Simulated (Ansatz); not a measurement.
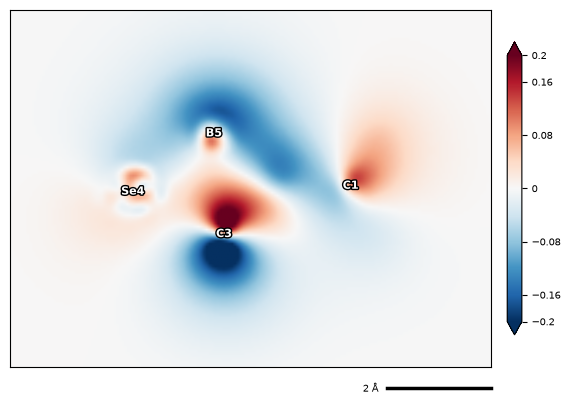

C3H5BSe. The HOMO−1 on the plane of atoms C3, Se4 and B5 (values in Å⁻³ᐟ²; the overall sign is arbitrary).

The calculation used Ansatz, RKS PBE/def2-SVP.

The calculation's input:

```
crystal:
  periodic: [false, false, false]
  atoms:
    - { symbol: C, position_ang: [-1.2122, -0.5815, -0.2929] }
    - { symbol: C, position_ang: [0.1046, -0.057, 0.0405] }
    - { symbol: C, position_ang: [0.7596, -0.0391, 1.217] }
    - { symbol: Se, position_ang: [2.5339, 0.4875, 0.4637] }
    - { symbol: B, position_ang: [1.0688, 0.949, -0.7565] }
    - { symbol: H, position_ang: [-2.0082, 0.2487, -0.0218] }
    - { symbol: H, position_ang: [-1.2992, -0.7249, -1.3922] }
    - { symbol: H, position_ang: [-1.4374, -1.461, 0.2354] }
    - { symbol: H, position_ang: [0.5508, -0.3904, 2.2639] }
    - { symbol: H, position_ang: [-0.26685, -0.58751, -0.83624] }
basis:
  gaussian: { orbitals: def2-SVP }
hamiltonian:
  xc: pbe
relax:
  f_tol: 0.02
  max_steps: 50
output:
  orbitals: {}
```

Run with:

```sh
ansatz run input.yaml --threads 2 --pin off --max-ram 3072MiB --backend cpu --events-out ev --progress --plain --runs-dir out
```

The fields are those of the run's last geometry, not of the input's.

Describe this orbital and give its energy.

It lies mainly on Se4 (about 60 %), B5 (about 15 %), C3 (about 10 %) and C2 (about 5 %). Its energy is −6.69 eV.
